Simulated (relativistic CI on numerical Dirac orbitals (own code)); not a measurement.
# Mo²⁵⁺: one ion under different settings

Aim: see what numerical and physical settings do to the SCF, the total energy and the lowest levels of Mo²⁵⁺.

Method: Dirac-Coulomb-Breit CI, KLI orbitals optimised for each configuration, model QED (radiative potential, 1s self-energy scaled to tabulated hydrogen-like ionisation energies), numerical settings as typed. Code: relativistic CI on numerical Dirac orbitals (own code) version 3.

**1. The system**

- ion: Mo²⁵⁺ (Mo XXVI)
- nuclear charge: 42
- electrons: 17
- isotope: A = 98

**2. A try**

Settings of the run:

```ini
atom Mo  Z=42  charge=25  electrons=17
nucleus A=98  rms_radius_fm=4.4091
hamiltonian dirac-coulomb  breit=on  qed=on  c_scale=1
orbitals kli  potential=per-configuration
slater_scale 1
correlation none
mixing on
grid step=0.6 r_max=4.4
scf mixing=0.4 start=green max_iterations=77 tolerance=2e-08 node_fill=0.05
configurations
  [Ne] 3s2 3p5
  [Ne] 3s 3p6
  [Ne] 3s2 3p4 3d
  [Ne] 3s2 3p3 3d2
  [Ne] 3s 3p5 3d
end
```

Launch:

```bash
$ python run_levels.py task.json out
```

One command runs all members of the session, one after another, from task.json.

Main fields of the result record, rounded:

```text
{
  "status": "refused",
  "warnings": ["the grid has 26 points, outside 40 to 4096"]
}
```

Run time: 0.00083 s. Hardware: 1 thread, shared host.

Diagnosis: the program refused the input. Step and end of the grid give a number of points outside the range that the program accepts. The input had grid step 0.6. The cure is to go back to a usual grid step.

**3. The mended input**

Changes to the settings of step 2:

```diff
@@ -7,4 +7,4 @@
 mixing on
-grid step=0.6 r_max=4.4
-scf mixing=0.4 start=green max_iterations=77 tolerance=2e-08 node_fill=0.05
+grid step=0.0125 r_max=4.4
+scf mixing=0.4 start=green max_iterations=150 tolerance=2e-08 node_fill=0.05
 configurations
```

Main fields:

```text
{
  "status": "converged",
  "levels [i, E_cm, J2, conf, term, w_term, w_jj]": [
    [0, 0, 3, "3s2 3p5", "2P*", 0.9783, 0.9783],
    [1, 186954.73, 1, "3s2 3p5", "2P*", 0.9764, 0.9764],
    [2, 829088.36, 1, "3s 3p6", "2S", 0.655, 0.655],
    [3, 928105.39, 3, "3s2 3p4 3d", "4D", 0.5604, 0.9358],
    [4, 929331.1, 5, "3s2 3p4 3d", "4D", 0.6785, 0.743],
    [5, 948834.61, 7, "3s2 3p4 3d", "4D", 0.6358, 0.5544],
    [6, 949969.48, 1, "3s2 3p4 3d", "2P", 0.4387, 0.6048],
    [7, 991520.29, 9, "3s2 3p4 3d", "4F", 0.774, 0.9857],
    [8, 994802.12, 7, "3s2 3p4 3d", "2F", 0.4764, 0.618],
    [9, 1025416.3, 3, "3s2 3p4 3d", "2D", 0.4836, 0.7167],
    [10, 1062216.3, 1, "3s2 3p4 3d", "4P", 0.6435, 0.4454],
    [11, 1083309.7, 1, "3s2 3p4 3d", "4D", 0.6065, 0.8855],
    [12, 1084452.6, 5, "3s2 3p4 3d", "4F", 0.5535, 0.6185],
    [13, 1090845.2, 3, "3s2 3p4 3d", "4F", 0.4371, 0.4791],
    "... 16 more rows left out ..."
  ],
  "total_energy [Ha]": -3635.1381981,
  "n_levels_all": 195,
  "overlap": 3.69526e-12,
  "scf_iterations": [10, 10, 10, 10, 11],
  "orbital_energies [Ha]": {"1s": -770.784, "2s": -145.036, "2p1/2": -137.181, "2p3/2": -133.199, "3s": -52.3794, "3p1/2": -49.5446, "3p3/2": -48.6605},
  "configurations [conf, odd, states, E_av_Ha, breit_Ha, qed_Ha]": [
    ["3s2 3p5", 1, 6, -3638.519133, 2.297, 1.629],
    ["3s 3p6", 0, 2, -3634.50608, 2.303, 1.61],
    ["3s2 3p4 3d", 0, 150, -3633.7634, 2.274, 1.628],
    ["3s2 3p3 3d2", 1, 900, -3628.853514, 2.253, 1.627],
    ["3s 3p5 3d", 1, 120, -3629.933612, 2.281, 1.609]
  ],
  "scf_steps of the first configuration [iteration, E_Ha, residual, outer_eigenvalue_Ha]": [
    [1, -3608.127215, 3.96, -67.88],
    [2, -3628.718248, 2.26, -58.93],
    [3, -3638.512948, 0.0615, -48.71],
    [4, -3638.516082, 0.0342, -48.84],
    [5, -3638.51913, 0.000193, -48.66],
    [6, -3638.519131, 4e-05, -48.66],
    [7, -3638.519133, 6.3e-06, -48.66],
    [8, -3638.519133, 6.33e-08, -48.66],
    [9, -3638.519133, 2.34e-08, -48.66],
    [10, -3638.519133, 5.94e-11, -48.66]
  ]
}
```

Wall time 0.17 s (1 thread, shared host).

**4. End of the grid 13.2**

Changes to the settings of step 3:

```diff
@@ -7,3 +7,3 @@
 mixing on
-grid step=0.0125 r_max=4.4
+grid step=0.0125 r_max=13.2
 scf mixing=0.4 start=green max_iterations=150 tolerance=2e-08 node_fill=0.05
```

Main fields:

```text
{
  "status": "converged",
  "levels [i, E_cm, J2, conf, term, w_term]": [
    [0, 0, 3, "3s2 3p5", "2P*", 0.9783],
    [1, 186954.73, 1, "3s2 3p5", "2P*", 0.9764],
    [2, 829088.36, 1, "3s 3p6", "2S", 0.655],
    [3, 928105.39, 3, "3s2 3p4 3d", "4D", 0.5604],
    [4, 929331.1, 5, "3s2 3p4 3d", "4D", 0.6785],
    [5, 948834.61, 7, "3s2 3p4 3d", "4D", 0.6358],
    [6, 949969.48, 1, "3s2 3p4 3d", "2P", 0.4387],
    [7, 991520.29, 9, "3s2 3p4 3d", "4F", 0.774],
    "... 22 more rows left out ..."
  ],
  "total_energy [Ha]": -3635.1381981,
  "n_levels_all": 195,
  "overlap": 3.69607e-12,
  "scf_iterations": [10, 10, 10, 10, 11],
  "orbital_energies [Ha]": {"1s": -770.784, "2s": -145.036, "2p1/2": -137.181, "2p3/2": -133.199, "3s": -52.3794, "3p1/2": -49.5446, "3p3/2": -48.6605},
  "configurations [conf, odd, states, E_av_Ha, breit_Ha, qed_Ha]": [
    ["3s2 3p5", 1, 6, -3638.519133, 2.297, 1.629],
    ["3s 3p6", 0, 2, -3634.50608, 2.303, 1.61],
    ["3s2 3p4 3d", 0, 150, -3633.7634, 2.274, 1.628],
    ["3s2 3p3 3d2", 1, 900, -3628.853514, 2.253, 1.627],
    ["3s 3p5 3d", 1, 120, -3629.933612, 2.281, 1.609]
  ],
  "scf_steps of the first configuration [iteration, E_Ha, residual, outer_eigenvalue_Ha]": [
    [1, -3608.127215, 3.96, -67.88],
    [2, -3628.718248, 2.26, -58.93],
    [3, -3638.512949, 0.0615, -48.71],
    [4, -3638.516081, 0.0342, -48.84],
    [5, -3638.51913, 0.000193, -48.66],
    [6, -3638.519131, 3.84e-05, -48.66],
    [7, -3638.519133, 6.28e-06, -48.66],
    [8, -3638.519133, 6.25e-08, -48.66],
    [9, -3638.519133, 2.33e-08, -48.66],
    [10, -3638.519133, 5.99e-11, -48.66]
  ]
}
```

It took 0.17 s on 1 thread, shared host.

**5. Tolerance 1e-06**

Changes to the settings of step 4:

```diff
@@ -7,4 +7,4 @@
 mixing on
-grid step=0.0125 r_max=13.2
-scf mixing=0.4 start=green max_iterations=150 tolerance=2e-08 node_fill=0.05
+grid step=0.0125 r_max=4.4
+scf mixing=0.4 start=green max_iterations=150 tolerance=1e-06 node_fill=0.05
 configurations
```

Main fields:

```text
{
  "status": "converged",
  "levels [i, E_cm, J2, conf, term, w_term]": [
    [0, 0, 3, "3s2 3p5", "2P*", 0.9783],
    [1, 186954.73, 1, "3s2 3p5", "2P*", 0.9764],
    [2, 829088.36, 1, "3s 3p6", "2S", 0.655],
    [3, 928105.4, 3, "3s2 3p4 3d", "4D", 0.5604],
    [4, 929331.1, 5, "3s2 3p4 3d", "4D", 0.6785],
    [5, 948834.62, 7, "3s2 3p4 3d", "4D", 0.6358],
    [6, 949969.48, 1, "3s2 3p4 3d", "2P", 0.4387],
    [7, 991520.29, 9, "3s2 3p4 3d", "4F", 0.774],
    "... 22 more rows left out ..."
  ],
  "total_energy [Ha]": -3635.1381981,
  "n_levels_all": 195,
  "overlap": 3.69622e-12,
  "scf_iterations": [8, 9, 8, 8, 9],
  "orbital_energies [Ha]": {"1s": -770.784, "2s": -145.036, "2p1/2": -137.181, "2p3/2": -133.199, "3s": -52.3794, "3p1/2": -49.5446, "3p3/2": -48.6605},
  "configurations [conf, odd, states, E_av_Ha, breit_Ha, qed_Ha]": [
    ["3s2 3p5", 1, 6, -3638.519133, 2.297, 1.629],
    ["3s 3p6", 0, 2, -3634.50608, 2.303, 1.61],
    ["3s2 3p4 3d", 0, 150, -3633.7634, 2.274, 1.628],
    ["3s2 3p3 3d2", 1, 900, -3628.853514, 2.253, 1.627],
    ["3s 3p5 3d", 1, 120, -3629.933612, 2.281, 1.609]
  ],
  "scf_steps of the first configuration [iteration, E_Ha, residual, outer_eigenvalue_Ha]": [
    [1, -3608.127215, 3.96, -67.88],
    [2, -3628.718248, 2.26, -58.93],
    [3, -3638.512948, 0.0615, -48.71],
    [4, -3638.516082, 0.0342, -48.84],
    [5, -3638.51913, 0.000193, -48.66],
    [6, -3638.519131, 4e-05, -48.66],
    [7, -3638.519133, 6.3e-06, -48.66],
    [8, -3638.519133, 6.33e-08, -48.66]
  ]
}
```

Wall time 0.16 s (1 thread, shared host).

**6. Slater scale 0.6**

Changes to the settings of step 5:

```diff
@@ -4,3 +4,3 @@
 orbitals kli  potential=per-configuration
-slater_scale 1
+slater_scale 0.6
 correlation none
@@ -8,3 +8,3 @@
 grid step=0.0125 r_max=4.4
-scf mixing=0.4 start=green max_iterations=150 tolerance=1e-06 node_fill=0.05
+scf mixing=0.4 start=green max_iterations=150 tolerance=2e-08 node_fill=0.05
 configurations
```

Main fields:

```text
{
  "status": "converged",
  "levels [i, E_cm, J2, conf, term, w_term]": [
    [0, 0, 3, "3s2 3p5", "2P*", 0.9907],
    [1, 187944.86, 1, "3s2 3p5", "2P*", 0.9899],
    [2, 873324.53, 1, "3s 3p6", "2S", 0.6783],
    [3, 930178.75, 3, "3s2 3p4 3d", "4D", 0.4644],
    [4, 934269.92, 5, "3s2 3p4 3d", "4D", 0.581],
    [5, 947735.15, 1, "3s2 3p4 3d", "2P", 0.4915],
    [6, 950183.99, 7, "3s2 3p4 3d", "4D", 0.373],
    [7, 976640.09, 7, "3s2 3p4 3d", "2F", 0.5154],
    "... 22 more rows left out ..."
  ],
  "total_energy [Ha]": -3634.9813397,
  "n_levels_all": 195,
  "overlap": 3.69526e-12,
  "scf_iterations": [10, 10, 10, 10, 11],
  "orbital_energies [Ha]": {"1s": -770.784, "2s": -145.036, "2p1/2": -137.181, "2p3/2": -133.199, "3s": -52.3794, "3p1/2": -49.5446, "3p3/2": -48.6605},
  "configurations [conf, odd, states, E_av_Ha, breit_Ha, qed_Ha]": [
    ["3s2 3p5", 1, 6, -3638.519133, 2.297, 1.629],
    ["3s 3p6", 0, 2, -3634.50608, 2.303, 1.61],
    ["3s2 3p4 3d", 0, 150, -3633.7634, 2.274, 1.628],
    ["3s2 3p3 3d2", 1, 900, -3628.853514, 2.253, 1.627],
    ["3s 3p5 3d", 1, 120, -3629.933612, 2.281, 1.609]
  ],
  "scf_steps of the first configuration [iteration, E_Ha, residual, outer_eigenvalue_Ha]": [
    [1, -3608.127215, 3.96, -67.88],
    [2, -3628.718248, 2.26, -58.93],
    [3, -3638.512948, 0.0615, -48.71],
    [4, -3638.516082, 0.0342, -48.84],
    [5, -3638.51913, 0.000193, -48.66],
    [6, -3638.519131, 4e-05, -48.66],
    [7, -3638.519133, 6.3e-06, -48.66],
    [8, -3638.519133, 6.33e-08, -48.66],
    [9, -3638.519133, 2.34e-08, -48.66],
    [10, -3638.519133, 5.94e-11, -48.66]
  ]
}
```

Wall time 0.17 s (1 thread, shared host).

**7. Iteration limit 20, QED terms off, start potential previous**

Settings of the run:

```ini
atom Mo  Z=42  charge=25  electrons=17
nucleus A=98  rms_radius_fm=4.4091
hamiltonian dirac-coulomb  breit=on  qed=off  c_scale=1
orbitals kli  potential=per-configuration
slater_scale 1
correlation none
mixing on
grid step=0.0125 r_max=4.4
scf mixing=0.4 start=previous max_iterations=20 tolerance=2e-08 node_fill=0.05
configurations
  [Ne] 3s2 3p5
  [Ne] 3s 3p6
  [Ne] 3s2 3p4 3d
  [Ne] 3s2 3p3 3d2
  [Ne] 3s 3p5 3d
end
```

Main fields:

```text
{
  "status": "converged",
  "levels [i, E_cm, J2, conf, term, w_term]": [
    [0, 0, 3, "3s2 3p5", "2P*", 0.9783],
    [1, 186589.51, 1, "3s2 3p5", "2P*", 0.9765],
    [2, 831726.19, 1, "3s 3p6", "2S", 0.651],
    [3, 928467.18, 3, "3s2 3p4 3d", "4D", 0.5609],
    [4, 929664.21, 5, "3s2 3p4 3d", "4D", 0.6789],
    [5, 949113.17, 7, "3s2 3p4 3d", "4D", 0.6368],
    [6, 950319.28, 1, "3s2 3p4 3d", "2P", 0.4389],
    [7, 991783.62, 9, "3s2 3p4 3d", "4F", 0.7742],
    "... 22 more rows left out ..."
  ],
  "total_energy [Ha]": -3636.7662931,
  "n_levels_all": 195,
  "overlap": 3.69625e-12,
  "scf_iterations": [10, 8, 7, 7, 8],
  "orbital_energies [Ha]": {"1s": -770.784, "2s": -145.036, "2p1/2": -137.181, "2p3/2": -133.199, "3s": -52.3794, "3p1/2": -49.5446, "3p3/2": -48.6605},
  "configurations [conf, odd, states, E_av_Ha, breit_Ha, qed_Ha]": [
    ["3s2 3p5", 1, 6, -3638.519133, 2.297, 0],
    ["3s 3p6", 0, 2, -3634.50608, 2.303, 0],
    ["3s2 3p4 3d", 0, 150, -3633.7634, 2.274, 0],
    ["3s2 3p3 3d2", 1, 900, -3628.853514, 2.253, 0],
    ["3s 3p5 3d", 1, 120, -3629.933612, 2.281, 0]
  ],
  "scf_steps of the first configuration [iteration, E_Ha, residual, outer_eigenvalue_Ha]": [
    [1, -3615.146426, 3.33, -41.91],
    [2, -3632.418604, 1.78, -45.05],
    [3, -3638.509703, 0.0549, -48.71],
    [4, -3638.516253, 0.0272, -48.75],
    [5, -3638.51911, 0.00035, -48.66],
    [6, -3638.519139, 9.04e-05, -48.66],
    [7, -3638.519133, 1.37e-05, -48.66],
    [8, -3638.519133, 1.47e-07, -48.66],
    [9, -3638.519133, 3.34e-08, -48.66],
    [10, -3638.519133, 6.52e-11, -48.66]
  ]
}
```

It took 0.12 s on 1 thread, shared host.

**8. Node fill 5**

Settings of the run:

```ini
atom Mo  Z=42  charge=25  electrons=17
nucleus A=98  rms_radius_fm=4.4091
hamiltonian dirac-coulomb  breit=on  qed=on  c_scale=1
orbitals kli  potential=per-configuration
slater_scale 1
correlation none
mixing on
grid step=0.0125 r_max=4.4
scf mixing=0.4 start=green max_iterations=66 tolerance=2e-08 node_fill=5
configurations
  [Ne] 3s2 3p5
  [Ne] 3s 3p6
  [Ne] 3s2 3p4 3d
  [Ne] 3s2 3p3 3d2
  [Ne] 3s 3p5 3d
end
```

Main fields:

```text
{
  "status": "converged",
  "levels [i, E_cm, J2, conf, term, w_term]": [
    [0, 0, 3, "3s2 3p5", "2P*", 0.9785],
    [1, 187979.13, 1, "3s2 3p5", "2P*", 0.9767],
    [2, 829297.73, 1, "3s 3p6", "2S", 0.654],
    [3, 926277.28, 3, "3s2 3p4 3d", "4D", 0.5563],
    [4, 927747.96, 5, "3s2 3p4 3d", "4D", 0.6746],
    [5, 947477.85, 7, "3s2 3p4 3d", "4D", 0.6268],
    [6, 948173.7, 1, "3s2 3p4 3d", "2P", 0.4413],
    [7, 989799.13, 9, "3s2 3p4 3d", "4F", 0.7727],
    "... 22 more rows left out ..."
  ],
  "total_energy [Ha]": -3635.011496,
  "n_levels_all": 195,
  "overlap": 1.84064e-12,
  "scf_iterations": [10, 10, 10, 10, 10],
  "orbital_energies [Ha]": {"1s": -764.322, "2s": -142.12, "2p1/2": -133.845, "2p3/2": -129.958, "3s": -51.5218, "3p1/2": -48.588, "3p3/2": -47.7375},
  "configurations [conf, odd, states, E_av_Ha, breit_Ha, qed_Ha]": [
    ["3s2 3p5", 1, 6, -3638.353811, 2.263, 1.622],
    ["3s 3p6", 0, 2, -3634.344268, 2.27, 1.604],
    ["3s2 3p4 3d", 0, 150, -3633.606034, 2.242, 1.621],
    ["3s2 3p3 3d2", 1, 900, -3628.7059, 2.223, 1.62],
    ["3s 3p5 3d", 1, 120, -3629.779141, 2.249, 1.603]
  ],
  "scf_steps of the first configuration [iteration, E_Ha, residual, outer_eigenvalue_Ha]": [
    [1, -3608.127215, 4.24, -67.88],
    [2, -3629.820227, 2.43, -58.48],
    [3, -3638.250184, 0.0762, -47.81],
    [4, -3638.395969, 0.0415, -47.93],
    [5, -3638.353341, 0.000554, -47.73],
    [6, -3638.353982, 0.000171, -47.74],
    [7, -3638.35382, 1.2e-05, -47.74],
    [8, -3638.353811, 3.7e-07, -47.74],
    [9, -3638.353811, 7.96e-08, -47.74],
    [10, -3638.353811, 5.76e-10, -47.74]
  ]
}
```

Run time: 0.17 s. Hardware: 1 thread, shared host.

This setting is unsound; the numbers are not properties of the ion.

**9. The runs side by side**

| setting | total energy less usual (Ha) | largest shift of a level among the lowest eight of both runs, same label and place (cm⁻¹) | SCF iterations | time | lowest level | kind of change |
| --- | --- | --- | --- | --- | --- | --- |
| usual | 0 | 0 | 51 | 0.17 s | 3p5 2P°3/2 | - |
| end of the grid 13.2 | 0 | 0 | 51 | 0.17 s | 3p5 2P°3/2 | numerical |
| tolerance 1e-06 | 0 | 0 | 42 | 0.16 s | 3p5 2P°3/2 | numerical |
| Slater scale 0.6 | 0.157 | 44200 | 51 | 0.17 s | 3p5 2P°3/2 | model term |
| iteration limit 20, QED terms off, start potential previous | -1.63 | 2640 | 40 | 0.12 s | 3p5 2P°3/2 | model term |
| node fill 5 | 0.127 | 1830 | 50 | 0.17 s | 3p5 2P°3/2 | unsound |

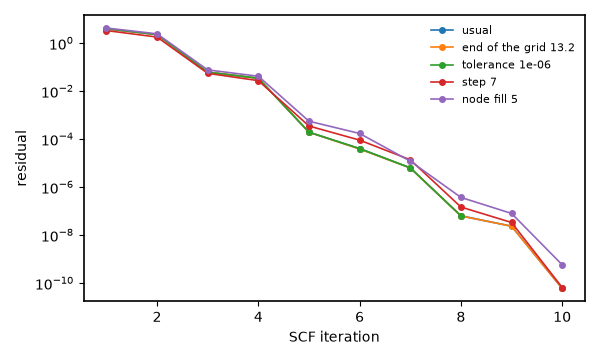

Residual of the first configuration's SCF.

**10. What came out**

| quantity | value |
| --- | --- |
| lowest level, usual settings | 3p5 2P°3/2 |
| total energy | -3635.1382 Ha |
| first excitation | 186955 cm⁻¹ |
| runs without a result | 1 |

Among the runs whose levels can be followed, they move most under «Slater scale 0.6» (model term), by up to 44200 cm⁻¹. No visible change in the result comes from «end of the grid 13.2» or «tolerance 1e-06». Only the listed configurations are in the model.
